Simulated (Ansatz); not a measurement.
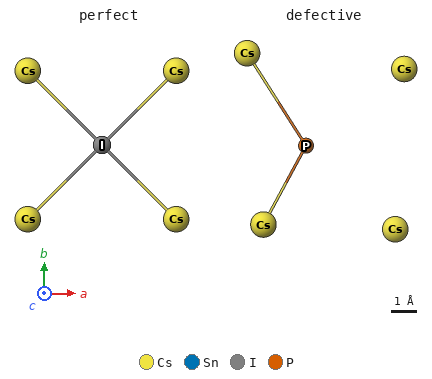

Left: perfect CsSnI3. Right: the same region with one point defect, after relaxing the atoms in a supercell of 40 sites. Style: ball-and-stick. Shown: the atoms within 5.4 Å of one point, in a slice 4.2 Å thick across the line of sight, along the c axis.

Computed with DFT, PBEsol, PAW, plane waves in Ansatz. Set-up: plane-wave cutoff 420 eV; k-point mesh 1 × 1 × 1; mesh shifted by (0.25, 0.25, 0.25); no spin polarisation. Fermi-Dirac smearing of 0.01 eV. The axes drawn are those of the host's conventional cell.

**What kind of defect was made?**

An iodine atom is replaced by phosphorus.

The charge state of the cell is 0.

**What does the relaxation do around it?**

In the host the I atom has 2 Sn at 3.08 Å; the P atom ends with 1 I at 2.53 Å, 2 Sn at 2.59 to 2.83 Å. Of the host's atoms, an iodine atom moves furthest from its site, by 2.03 Å. The P atom itself moves 0.51 Å from where it was put.
